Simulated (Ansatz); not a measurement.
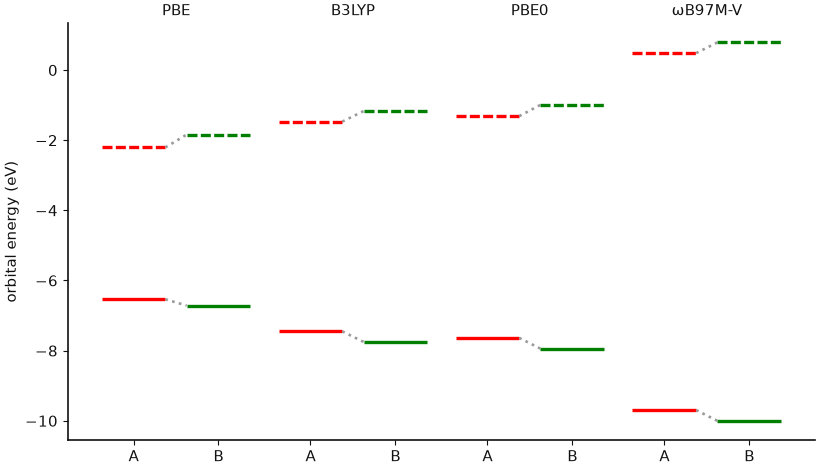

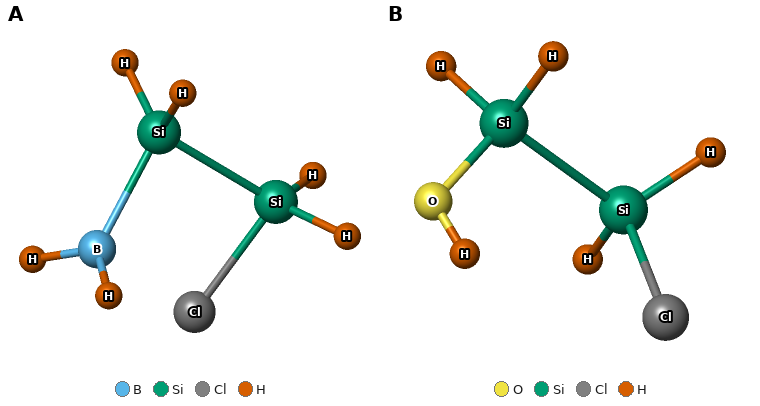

One change: A, BSi₂H₆Cl (SMILES B[SiH2][SiH2]Cl), becomes B, Si₂H₅OCl (SMILES O[SiH2][SiH2]Cl). BH₂ on Si is replaced by OH. HOMO (solid) and LUMO (dashed) computed in def2-TZVPP at PBE0-D4/def2-TZVP geometries, both minima by their frequencies, gas phase, the Ansatz code 0.2.0. Empty levels above zero depend strongly on the basis.

Question: What does the change do to HOMO and LUMO?

Answer: PBE: the HOMO falls by 0.18 eV, the LUMO rises by 0.36 eV, and the separation goes from 4.33 to 4.87 eV. B3LYP: the HOMO falls by 0.30 eV, the LUMO rises by 0.30 eV, and the separation goes from 5.98 to 6.58 eV. PBE0: the HOMO falls by 0.31 eV, the LUMO rises by 0.32 eV, and the separation goes from 6.32 to 6.95 eV. ωB97M-V: the HOMO falls by 0.31 eV, the LUMO rises by 0.31 eV, and the separation goes from 10.18 to 10.79 eV.

Question: Do the functionals agree on the effect?

Answer: They agree on the direction for both levels; the HOMO shift lies between −0.31 and −0.18 eV and the LUMO shift between 0.30 and 0.36 eV, while the separations themselves differ by up to 5.9 eV between functionals.

Caveats: one conformer of each flexible molecule.
